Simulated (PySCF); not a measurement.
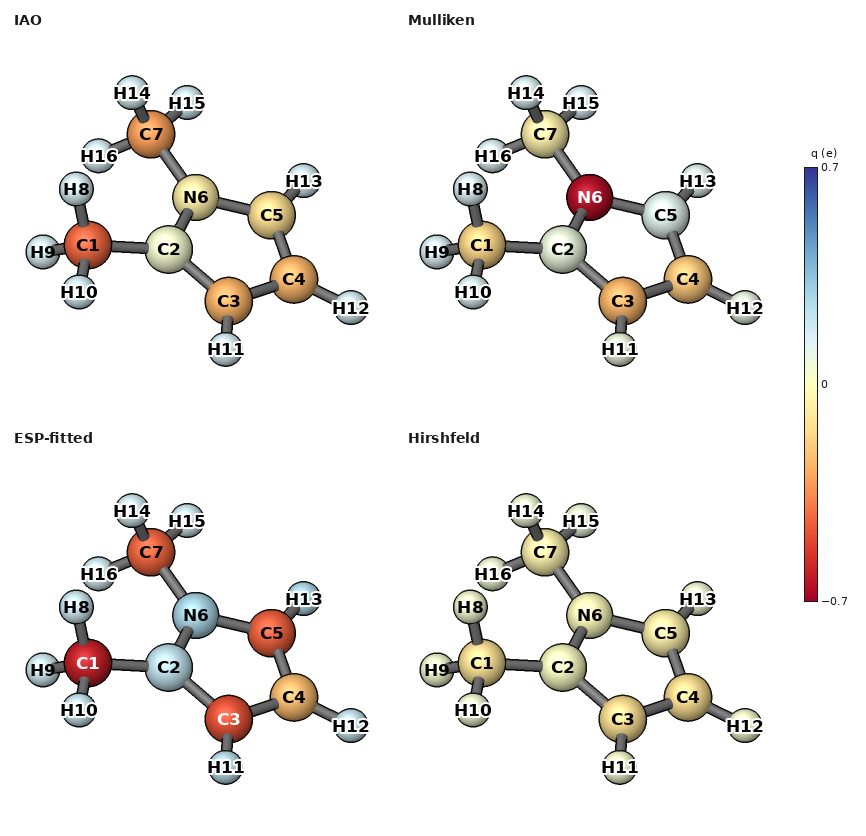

Atomic charges of one calculation by 4 schemes, on one colour scale. The geometry was computed by an optimisation with PBE0-D3(BJ)/def2-SVP. No frequency run is at hand to confirm it as a minimum. Computed with PBE0/pcSseg-1 in acetonitrile (IEF-PCM) (PySCF 2.14.0).

Which scheme gives the most polar picture (largest mean size of the charges)?

Answer. The ESP-fitted charges are the largest in size here, and the Hirshfeld charges the smallest.

On which atom do the schemes disagree most?

Answer. On N6 (from −0.65 to 0.28 e).

List the charges (e), one line for each set of equivalent atoms.

| atom | IAO | Mulliken | ESP-fitted | Hirshfeld |
| --- | --- | --- | --- | --- |
| C1 | −0.43 | −0.16 | −0.60 | −0.12 |
| C2 | 0.04 | 0.08 | 0.21 | 0.02 |
| C3 | −0.26 | −0.25 | −0.48 | −0.13 |
| C4 | −0.25 | −0.20 | −0.23 | −0.13 |
| C5 | −0.14 | 0.11 | −0.45 | −0.06 |
| N6 | −0.07 | −0.65 | 0.28 | −0.01 |
| C7 | −0.31 | −0.06 | −0.44 | −0.05 |
| H8, H9 | 0.15 | 0.14 | 0.17 | 0.05 |
| H10 | 0.16 | 0.14 | 0.19 | 0.05 |
| H11 | 0.15 | 0.07 | 0.23 | 0.04 |
| H12 | 0.15 | 0.09 | 0.20 | 0.04 |
| H13 | 0.16 | 0.12 | 0.25 | 0.06 |
| H14, H16 | 0.16 | 0.14 | 0.16 | 0.06 |
| H15 | 0.17 | 0.14 | 0.17 | 0.07 |
